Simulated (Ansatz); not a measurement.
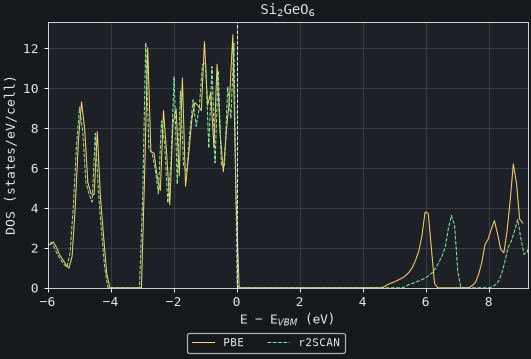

Total densities of states of Si2GeO6, space group C2 (No. 5), 9 atoms in the cell, by two methods on the same cell. Each is counted from its own valence-band top.

Question: What changes from one method to the other?

Answer: PBE gives a gap of 4.56 eV and r2SCAN gives a gap of 5.23 eV.

Settings. PBE: DFT PBE, scalar-relativistic, plane waves, PAW, no spin polarisation, 6×6×4 k mesh, 420 eV cutoff, Gaussian smearing of 0.02 eV (Ansatz). r2SCAN: DFT r2SCAN, scalar-relativistic, plane waves, PAW, no spin polarisation, 6×6×4 k mesh, 500 eV cutoff, Gaussian smearing of 0.02 eV (Ansatz).

The structure is an invented one, so it need not be a known or stable phase.
